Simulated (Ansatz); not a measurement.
**ClF$_{3}$H$_{3}$HfP: density, localisation and related maps**

Input file:

```
crystal:
  periodic: [false, false, false]
  atoms:
    - { symbol: Hf, position_ang: [0.128913, -0.596689, -0.463054] }
    - { symbol: F, position_ang: [0.044948, 0.067345, 2.642572] }
    - { symbol: F, position_ang: [1.639016, -0.14878, -1.517467] }
    - { symbol: F, position_ang: [-0.596545, 1.032568, 0.194904] }
    - { symbol: Cl, position_ang: [-1.488003, -1.647573, -1.802976] }
    - { symbol: P, position_ang: [1.01047, -2.422632, 1.139109] }
    - { symbol: H, position_ang: [0.462676, -3.506574, 0.387804] }
    - { symbol: H, position_ang: [2.278359, -2.486982, 0.48196] }
    - { symbol: H, position_ang: [0.349566, -0.724183, 3.017148] }
basis:
  gaussian: { orbitals: def2-SVP }
hamiltonian:
  xc: r2scan
relax:
  f_tol: 0.03
  max_steps: 50
output:
  orbitals: {}
```

Launched as:

```sh
ansatz run input.yaml --threads 4 --pin off --max-ram 5120MiB --backend cpu --events-out ev --progress --plain --runs-dir out
```

The fields are those of the run's last geometry, not of the input's.

Core potentials replace the inner electrons of Hf.

Level of theory: Ansatz, RKS r2SCAN/def2-SVP.

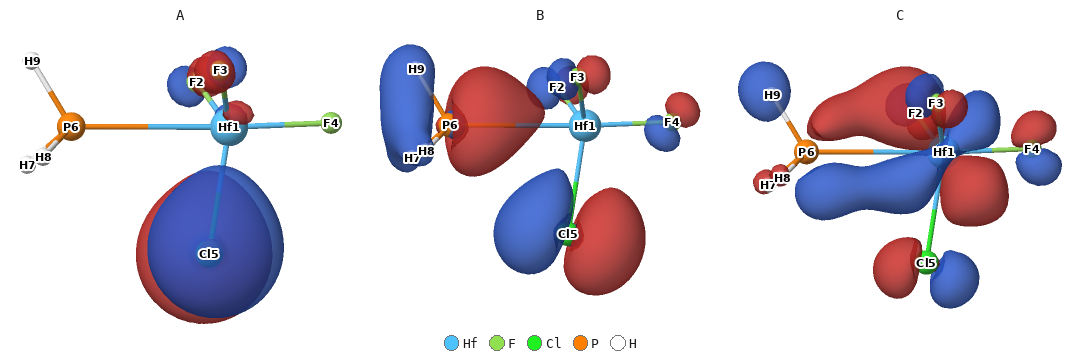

Figure 1. Three frontier orbitals at ±0.1 Å⁻³ᐟ² (red and blue are the two phases), in no order.

> Order the three orbitals by energy and name them.

A is the HOMO−1 (−8.38 eV). Its weight (Hirshfeld) is mainly on Cl5 (about 90 %); largely a lone pair of Cl5. B is the HOMO (−7.97 eV). It lies mainly on Cl5 (about 50 %) and P6 (about 30 %); largely a combination of lone pairs on Cl5 and P6. C is the LUMO (−1.79 eV). By Hirshfeld shares it lies mainly on Hf1 (about 60 %), P6 (about 10 %) and Cl5 (about 10 %).

> What is the HOMO–LUMO gap?

6.18 eV between the orbital energies.

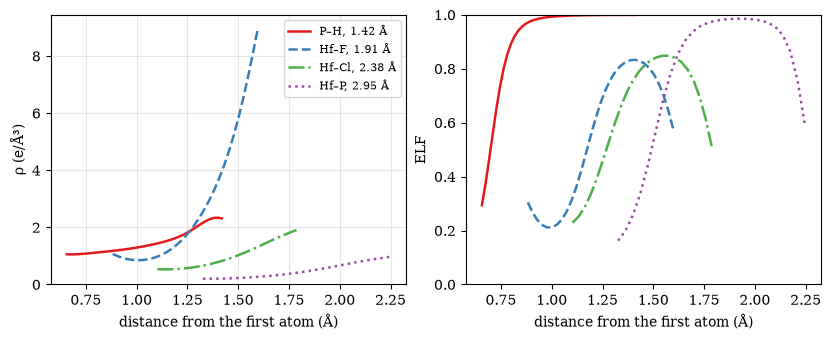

Figure 2. Electron density and electron localisation function along straight lines between neighbouring atoms. The curves leave out the atomic cores.

> Compare the contacts.

P–H (1.42 Å): ρ is about 1.1 e/Å³ halfway; the ELF climbs to about 1 towards the hydrogen, as it does in any bond to H.
Hf–F (1.91 Å): the density is about 0.89 e/Å³ at the midpoint; the ELF peaks at about 0.85 in the valence shell of F, 0.5 Å from its nucleus, and drops to about 0.20 between the two atoms.
Hf–Cl (2.38 Å): ρ is about 0.54 e/Å³ halfway; the ELF peaks at about 0.85 in the valence shell of Cl, 0.8 Å from its nucleus, and is about 0.35 at the midpoint.
Hf–P (2.95 Å): ρ is about 0.22 e/Å³ halfway; the ELF peaks at about 1 in the valence shell of P, 1.0 Å from its nucleus, and is about 0.45 at the midpoint.

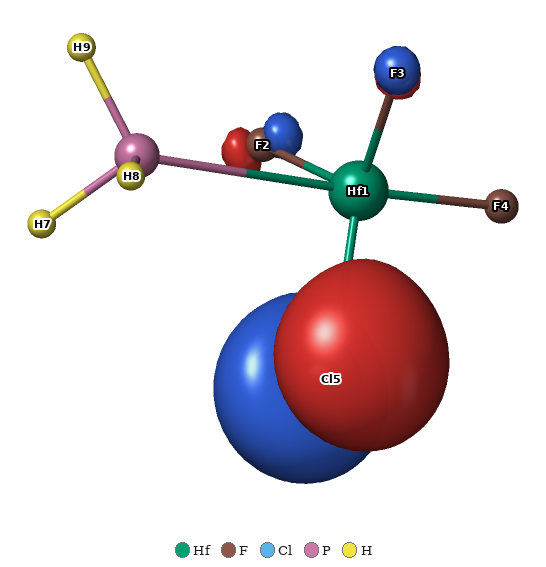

Figure 3. The HOMO−1 at ±0.15 Å⁻³ᐟ² (blue and red are the two phases), seen at an oblique angle.

> Describe this orbital and give its energy.

Its weight (Hirshfeld) is mainly on Cl5 (about 90 %); largely a lone pair of Cl5. Its energy is −8.38 eV.
